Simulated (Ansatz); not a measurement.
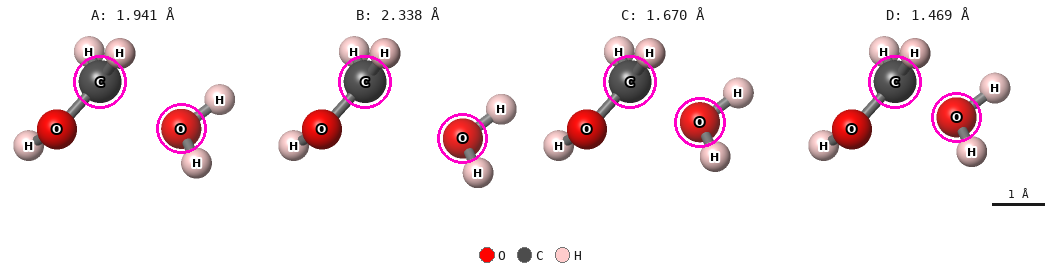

CH5O2 (charge +1): the C–O bond length is varied, with the rest of the molecule carried along rigidly. A ball-and-stick model, seen face on. The ringed atoms are those of the scanned coordinate.

Computed with Ansatz: wB97M-V, basis def2-TZVPP, on geometries moved rigidly from the minimum at PBE0-D4/def2-TZVP. Energies are counted from the PBE0-D4/def2-TZVP minimum geometry at the same level.

### Rank the frames from lowest to highest energy.

Lowest first: C (the distance 1.670 Å, 0.000 eV), A (the distance 1.941 Å, 0.155 eV), D (the distance 1.469 Å, 0.271 eV), B (the distance 2.338 Å, 0.583 eV). Over the whole scan: the lowest computed point lies at the distance 1.670 Å (0.000 eV). The curvature at the lowest point is about 8.6 eV/Å² (1.4 mdyn/Å). The well is steeper on the short side, as for any bond.
